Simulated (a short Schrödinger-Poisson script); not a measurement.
Stack: gated In0.52Al0.48As/In0.53Ga0.47As modulation-doped gas in a quantum well, at 300 K.

```csv
layer,material,thickness (nm),Nd (cm⁻³),Na (cm⁻³)
1,In0.52Al0.48As,20,-,-
2,In0.52Al0.48As,20,6.6e17,-
3,In0.52Al0.48As,5,-,-
4,In0.53Ga0.47As,6,-,-
5,In0.52Al0.48As,4000,-,2e14
```

Constants are typed, rounded textbook-type inputs, not results; the design itself was drawn at random and stands for no fabricated device. In0.52Al0.48As: permittivity 12.5, conduction-band edge (eV) 0.52, gap (eV) 1.45, electron mass (mₑ) 0.075, Nv at 300 K (cm⁻³) 1.1e19. In0.53Ga0.47As: permittivity 13.9, conduction-band edge (eV) 0, gap (eV) 0.74, Nv at 300 K (cm⁻³) 7.7e18.

Channel valleys (confinement mass, in-plane density-of-states mass, number): Γ 0.041, 0.041, 1. At the gate the conduction-band edge of layer 1 lies 0.65 eV − eVg above the Fermi level of the channel; the field vanishes at the back. The barrier under the gate holds no holes. Gaps are held at their typed values at every temperature. Mesh 0.08 nm at interfaces.

Solved with a short Schrödinger-Poisson script written for these runs: 1D Poisson equation in equilibrium, electrons quantum, Hartree plus LDA exchange-correlation (BenDaniel-Duke, 40 states a valley, the channel's in-plane mass for all, wave functions free to enter the barrier), parabolic valleys, classical holes, full ionisation, no traps, pinning or gate leakage.

Only gate voltages with over 1e8 electrons/cm² are shown.

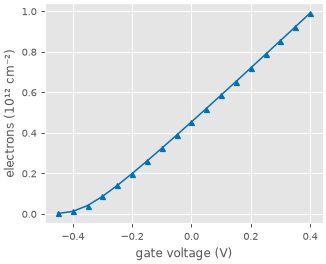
Figure. Sheet density against gate voltage

| Vg (V) | electrons (cm⁻²) | in the channel layer | C (μF/cm²) | Γ E0 (meV) | Γ E1 (meV) |
|---|---|---|---|---|---|
| 0.4 | 9.91e11 | 9.23e11 | 0.219 | -54.9 | 172.9 |
| 0.35 | 9.23e11 | 8.61e11 | 0.218 | -50.4 | 199.1 |
| 0.3 | 8.55e11 | 7.98e11 | 0.217 | -45.9 | 224.1 |
| 0.25 | 7.88e11 | 7.35e11 | 0.216 | -41.2 | 248.0 |
| 0.2 | 7.21e11 | 6.72e11 | 0.216 | -36.4 | 258.0 |
| 0.15 | 6.53e11 | 6.10e11 | 0.215 | -31.4 | 263.4 |
| 0.1 | 5.87e11 | 5.48e11 | 0.214 | -26.3 | 269.0 |
| 0.05 | 5.20e11 | 4.86e11 | 0.213 | -20.8 | 274.8 |
| 0 | 4.54e11 | 4.24e11 | 0.211 | -15.1 | 280.9 |
| -0.05 | 3.89e11 | 3.63e11 | 0.209 | -8.8 | 287.4 |
| -0.1 | 3.24e11 | 3.03e11 | 0.206 | -2.0 | 294.5 |
| -0.15 | 2.61e11 | 2.44e11 | 0.201 | 5.6 | 302.4 |
| -0.2 | 2.00e11 | 1.87e11 | 0.194 | 14.5 | 311.6 |
| -0.25 | 1.41e11 | 1.32e11 | 0.183 | 25.4 | 322.6 |
| -0.3 | 8.68e10 | 8.11e10 | 0.164 | 39.5 | 336.9 |
| -0.35 | 4.17e10 | 3.90e10 | 0.126 | 59.9 | 357.2 |
| -0.4 | 1.28e10 | 1.20e10 | 0.0642 | 91.2 | 388.3 |
| -0.45 | 2.43e9 | 2.27e9 | 0.0194 | 134.5 | 431.5 |

Subbands count from the Fermi level.
